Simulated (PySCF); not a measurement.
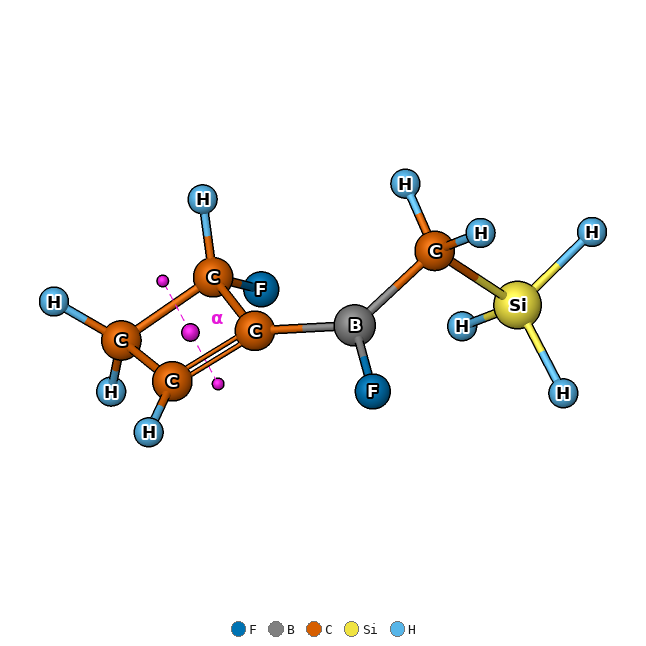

The small points mark where nucleus-independent chemical shifts (NICS) were computed: at the centre of each lettered ring and 1 Å above and below it. Computed geometry: GFN2-xTB optimisation. No frequency run is at hand to confirm it as a minimum. Method: GIAO PBE0/pcSseg-1 NMR shielding, non-relativistic, gas phase (PySCF 2.14.0).

Give NICS(0), NICS(1) and the out-of-plane component NICS(1)zz for each ring (means of the two sides).

```csv
ring,members,NICS(0),NICS(1),NICS(1)zz
α,C4,2.7,−2.7,1.7
```

Values in ppm.

The geometry is semi-empirical. Around B, Si such bond lengths and angles can be off by a tenth of an ångström or more and by several degrees, and values that hang on the shape move with them.
